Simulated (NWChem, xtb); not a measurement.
# How methods differ on SiH3Se (SMILES [SiH2][SeH])

SiH3Se: 5 atoms, total charge 0, spin state doublet. As SMILES, `[SiH2][SeH]`. The shape is that of a PBE0-D4/def2-TZVP optimisation. This is one conformer, not always the lowest.

Each level gives the vertical ionisation energy (to the singlet cation) (eV). The values are calculated.

| level | kind | program | value (eV) | CPU time (all runs) |
| --- | --- | --- | --- | --- |
| GFN2-xTB | semi-empirical | xtb | 11.60 | under 2 s |
| GFN1-xTB | semi-empirical | xtb | 11.63 | under 2 s |
| UPBE0/3-21G | global hybrid | NWChem | 8.18 | 9.2 s |
| UPBE0/6-311G** | global hybrid | NWChem | 8.15 | 31 s |
| UPBE0/6-31G* (spherical functions) | global hybrid | NWChem | 8.15 | 23 s |
| UPBE0/STO-3G | global hybrid | NWChem | 5.89 | 6.9 s |
| UPBE0/6-31G | global hybrid | NWChem | 8.21 | 18 s |
| UPBE0/6-31G** (spherical functions) | global hybrid | NWChem | 8.15 | 26 s |

All-electron rows without a relativistic Hamiltonian named are non-relativistic. The values span 5.89 to 11.63 eV. The xTB values lack the empirical shift that such differences need. Without the sets that lack polarisation functions the rows with a basis span only 8.15 to 8.15 eV. Times are those of the runs behind each value, whatever else they computed, on shared processors of several kinds: orders of magnitude only.

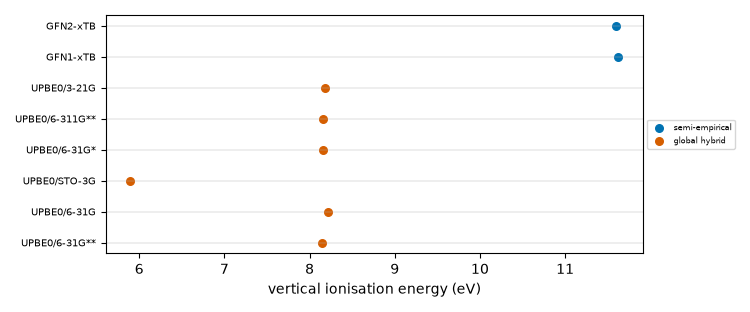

The values of the table, level by level.
